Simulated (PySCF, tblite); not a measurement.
# C₄H₃BCl₂O: geometry, infrared bands and NMR shifts

Wanted: the infrared bands and NMR shifts of C₄H₃BCl₂O (`O=CC#CCB(Cl)Cl`), by calculation.

Computed with tblite 0.8.0 and PySCF 2.14.0, with density-fitted response routines of our own, on a single molecule in the gas phase. Atoms count from 0, in the outputs and in this text.

**1. The molecule as given**

11 atoms, charge 0, multiplicity 1; geometry from: force field or distance geometry start.

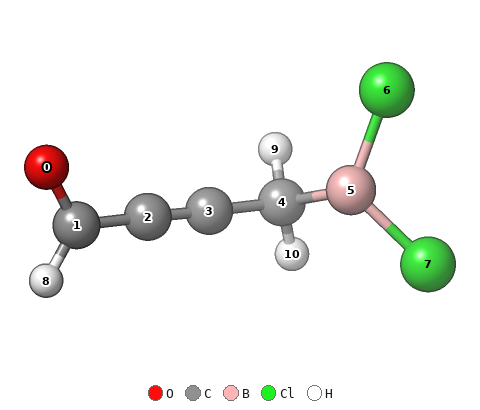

The starting geometry (oxygen red, carbon grey, boron pink, chlorine green, hydrogen white), atoms numbered.

**2. Geometry optimisation with GFN2-xTB**

The job: settings as JSON, then the geometry in Å.

```
{"job": {"kind": "relax", "xc": "GFN2-xTB", "basis": "xTB"}, "charge": 0, "multiplicity": 1}
O      3.443000    -0.803600     1.310900
C      2.868400     0.207900     0.756300
C      1.501800     0.121500     0.335100
C      0.326300     0.069600    -0.031100
C     -1.065500    -0.019600    -0.463700
B     -2.034500    -0.093500     0.786500
Cl    -2.724600    -1.769800     1.144800
Cl    -3.287500     1.284900     0.847700
H      3.451100     1.127800     0.628300
H     -1.148100    -0.976900    -1.046500
H     -1.324900     0.854500    -1.134600
```

Run with:

```sh
$ OMP_NUM_THREADS=1 python probes_run.py task.json out
```

This one command runs all jobs of the session in turn.

**Question.** This job is followed by: GFN2-xTB harmonic vibrations, gas phase; GIAO PBE0/pcSseg-1 NMR shielding, non-relativistic, gas phase. What will the session give for the following? strongest single infrared mode (GFN2-xTB); zero-point energy (GFN2-xTB); 13C shifts against TMS (PBE0/pcSseg-1); 1H shifts against TMS (PBE0/pcSseg-1, means over atoms taken as alike); 17O shifts against H2O (PBE0/pcSseg-1); 11B shifts against BF3·OEt2 (PBE0/pcSseg-1); 35Cl shifts against HCl (PBE0/pcSseg-1, means over atoms taken as alike).

**Answer**, as computed:

| quantity | value |
| --- | --- |
| strongest single infrared mode (GFN2-xTB) | 1741 cm⁻¹, 419 km/mol |
| zero-point energy (GFN2-xTB) | 37.7 kcal/mol |
| 13C shifts against TMS (PBE0/pcSseg-1) | 180.3, 99.4, 87.9, 22.1 ppm |
| 1H shifts against TMS (PBE0/pcSseg-1, means over atoms taken as alike) | 9.47, 2.76 ppm |
| 17O shifts against H2O (PBE0/pcSseg-1) | 743.2 ppm |
| 11B shifts against BF3·OEt2 (PBE0/pcSseg-1) | 58.2 ppm |
| 35Cl shifts against HCl (PBE0/pcSseg-1, means over atoms taken as alike) | 296 ppm |

**Reading.** Over 62 steps the energy fell by 1.082 eV; of the close pairs, B5–Cl7 changed most, 1.864 to 1.713 Å. The lowest mode is slightly imaginary (8i cm⁻¹), a soft motion within the noise of the Hessian, so the minimum is not strictly shown. The strongest single mode, at 1741 cm⁻¹, moves mainly C1 and O0. GFN2-xTB is a fitted tight-binding method: band positions and strengths are rough. Its intensities can rank the bands wrongly. The most deshielded carbon is C1 (aldehyde carbonyl carbon), at 180.3 ppm: low-lying n→π* states of the double bond to the heteroatom give a large paramagnetic term (-245 ppm). H8 (hydrogen on an aldehyde carbonyl carbon) lies farthest downfield among hydrogen, at 9.47 ppm; deshielded by the polar, anisotropic C=O bond. At PBE0/pcSseg-1: The widest tensor belongs to O0: span 1518 ppm, with a paramagnetic part of -806 ppm.
